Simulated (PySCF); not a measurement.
System (SMILES): C#N (CH-N).
Geometry (B3LYP-D3(BJ)/def2-TZVP, fixed):
```xyz
3

C      0.0000     0.0000    -0.4969
N      0.0000     0.0000     0.6493
H      0.0000     0.0000    -1.5636
```
Charge 0, spin multiplicity 1.

Basis-set convergence of the isotropic shielding of N2 at PBE with PySCF. GIAO, no density fitting; atoms are numbered in the order shown. All functions are spherical. No added dispersion term, no relativity. Reference: the value in pcSseg-3, -43.84 ppm, itself unsure by roughly 1.33 ppm (its mean distance from cc-pCVQZ, pcseg-3, pcSseg-2). Deviations are taken from unrounded values.

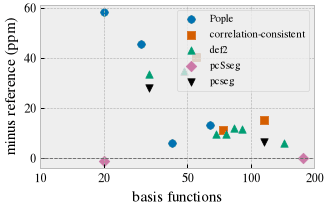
Figure: Deviation from the reference against the number of basis functions, by family of sets.

```csv
basis,functions,isotropic shielding of N2 (ppm),minus reference (ppm)
3-21G,20,14.40,58.24
pcSseg-0,20,-45.02,-1.17
6-31G*,30,1.81,45.65
def2-SVP,33,-10.32,33.52
pcseg-1,33,-15.79,28.05
6-311G**,42,-38.05,5.80
def2-SVPD,48,-9.19,34.66
aug-cc-pVDZ,55,-3.45,40.39
"6-311++G(2d,2p)",64,-30.84,13.01
def2-TZVP,68,-34.46,9.39
cc-pVTZ,74,-32.76,11.09
def2-TZVPP,76,-34.38,9.47
def2-TZVPD,83,-32.05,11.79
def2-TZVPPD,91,-32.34,11.51
aug-cc-pVTZ,115,-28.58,15.26
aug-pcseg-2,115,-37.55,6.30
def2-QZVPP,144,-37.73,6.11
pcSseg-3,177,-43.84,0.00
```
